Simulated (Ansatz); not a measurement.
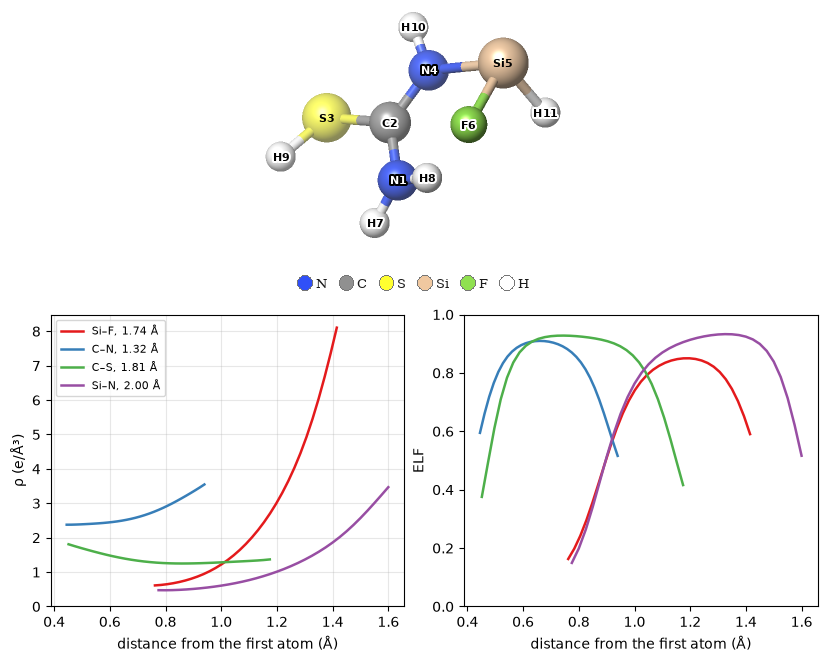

Figure. CH5FN2SSi. Electron density and electron localisation function along straight lines between neighbouring atoms. The curves leave out the atomic cores. The structure is drawn too.

These are results of RKS BLYP-D4/def2-SVP in Ansatz, not measurements.

```tsv
atom	x (Å)	y (Å)	z (Å)
N	0.1614	-1.1242	0.2813
C	0.6246	0.1394	0.2876
S	2.2352	0.4807	1.0316
N	-0.0861	1.1356	-0.2032
Si	-1.8997	1.0406	-1.0403
F	-1.6842	-0.6216	-1.5127
H	0.6205	-1.8539	0.8194
H	-0.6590	-1.3108	-0.3316
H	2.8333	-0.6761	0.6201
H	0.4251	2.0193	-0.2908
H	-2.5059	0.7142	0.3591
```

### Compare the contacts.

Si–F (1.74 Å): the density is about 0.76 e/Å³ at the midpoint; the ELF peaks at about 0.85 in the valence shell of F, 0.5 Å from its nucleus, and is about 0.40 at the midpoint.
C–N (1.32 Å): the density is about 2.5 e/Å³ at the midpoint; the ELF peaks at about 0.90 between the atoms; a covalent bond.
C–S (1.81 Å): the density is about 1.3 e/Å³ at the midpoint; the ELF peaks at about 0.95 between the atoms (a shared electron pair).
Si–N (2.00 Å): ρ is about 0.61 e/Å³ halfway, with its minimum of 0.47 e/Å³ about 0.8 Å from Si; the ELF peaks at about 0.95 between the atoms: a shared but strongly polarised pair.
